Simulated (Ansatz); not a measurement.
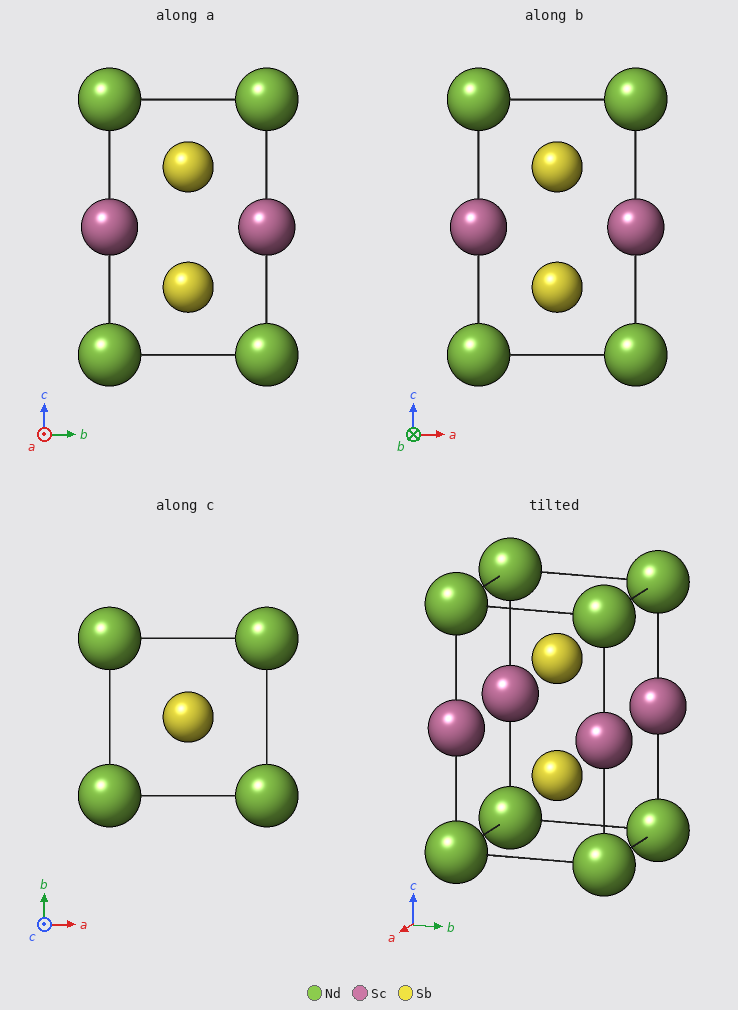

Structure drawing (spheres-only), viewed along the a axis, along the b axis, along the c axis and slightly off an axis. One conventional unit cell is framed, with atoms on its boundary repeated.

Lattice parameters: a = 4.012 Å, b = 4.012 Å, c = 6.519 Å, α = 90.00°, β = 90.00°, γ = 90.00°. Put a along x and b in the xy plane.

### Transcribe the picture into a POSCAR file, with free fractional coordinates to two decimals.

```
Nd Sc Sb
1.0
     4.012    0.000    0.000
     0.000    4.012    0.000
     0.000    0.000    6.519
Nd Sc Sb
1 1 2
Direct
  0.00 0.00 0.00
  0.00 0.00 0.50
  0.50 0.50 0.74
  0.50 0.50 0.26
```

Its origin is a random cell made by a generator, so it need not be a real form of the compound. Earlier steps of the study, as a rule a relaxation of our own, may have changed the cell and positions, so they can lie some per cent off the listed ones. A calculation with Ansatz used it as input.
